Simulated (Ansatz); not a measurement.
Input

```
crystal:
  periodic: [false, false, false]
  atoms:
    - { symbol: B, position_ang: [0.3508, 0.9865, 1.599] }
    - { symbol: B, position_ang: [0.8224, -0.2971, 0.7239] }
    - { symbol: Cl, position_ang: [2.5386, -0.85, 0.9092] }
    - { symbol: "N", position_ang: [-0.0756, -1.1532, -0.0671] }
    - { symbol: Si, position_ang: [-0.6135, -0.3077, -1.5829] }
    - { symbol: H, position_ang: [1.0637, 1.6613, 2.2475] }
    - { symbol: H, position_ang: [-0.8041, 1.3624, 1.5397] }
    - { symbol: H, position_ang: [-0.9723, -1.2761, 0.5072] }
    - { symbol: H, position_ang: [-1.2849, 0.9804, -1.1865] }
    - { symbol: H, position_ang: [-1.5336, -1.1409, -2.3203] }
    - { symbol: H, position_ang: [0.5739, -0.0225, -2.3491] }
basis:
  gaussian: { orbitals: "6-31G*" }
hamiltonian:
  xc: hf
relax:
  f_tol: 0.02
  max_steps: 40
scf:
  lower_state_search: "off"
output:
  orbitals: {}
```

Launched as:

```sh
ansatz run input.yaml --threads 1 --pin off --max-ram 2048MiB --backend cpu --events-out ev --progress --plain --runs-dir out
```

The fields are those of the relaxed geometry.

Level of theory: Ansatz 0.2.0, RHF/6-31G*.

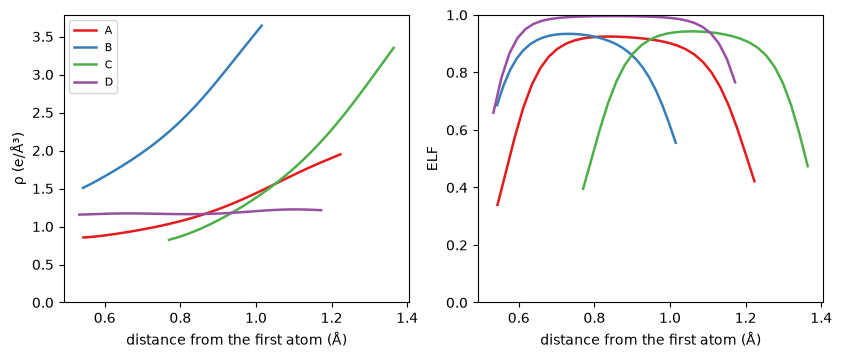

B$_{2}$ClH$_{6}$NSi (SMILES BB(Cl)N[SiH3]). Electron density and electron localisation function along straight lines between neighbouring atoms. The curves leave out the atomic cores.

Which curve belongs to which contact (B–B, B–Cl, B–N and Si–N)? The first atom named is at distance zero.

Curve A: B–Cl (1.81 Å): ρ is about 1.2 e/Å³ halfway; the ELF peaks at about 0.90 between the atoms, as expected for a shared but strongly polarised pair. Curve B: B–N (1.40 Å): ρ is about 2 e/Å³ halfway; the ELF peaks at about 0.95 between the atoms, as expected for a polar covalent bond. Curve C: Si–N (1.76 Å): ρ is about 1 e/Å³ halfway; the ELF peaks at about 0.95 between the atoms; a shared but strongly polarised pair. Curve D: B–B (1.71 Å): ρ at the midpoint is about 1.2 e/Å³; the ELF peaks at about 1 between the atoms: a shared electron pair.
